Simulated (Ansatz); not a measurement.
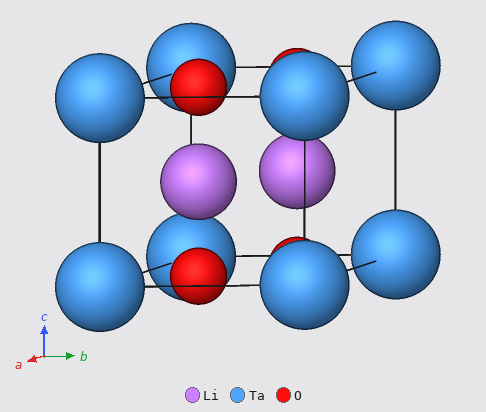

The figure gives a spheres-only picture of the atoms, viewed slightly off an axis. One simulation cell is framed, with atoms on its boundary repeated.

```
CELL_PARAMETERS angstrom
3.91929 0.00000 0.00000
-1.95964 3.39420 0.00000
0.00000 0.00000 3.66050
ATOMIC_POSITIONS crystal
Li 0.33333 0.66667 0.50000
Li 0.66667 0.33333 0.50000
Ta 0.00000 0.00000 0.00000
O 0.33333 0.66667 0.00000
O 0.66667 0.33333 0.00000
```

The numbers come from Ansatz, DFT PBE, scalar-relativistic, plane waves, PAW, using a basis cut at 420 eV, k-point mesh 12×12×10, Gaussian smearing of 0.1 eV, no spin polarisation.

Question: Predict the Bader charges.

Answer: Li +0.82 e; Ta +1.06 e; O -1.34 e.

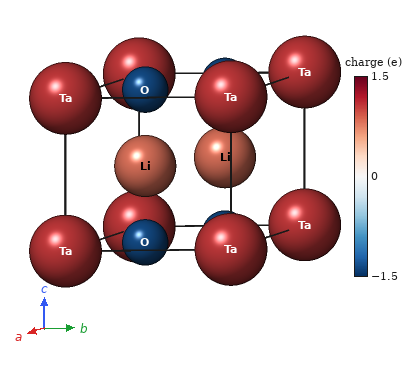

The atoms coloured by those charges.

The structure was taken from a random cell made by a generator, so it need not be a real form of the compound. Earlier steps of the study may have refined or changed the cell and positions. An electronic-structure calculation with Ansatz was run on it.
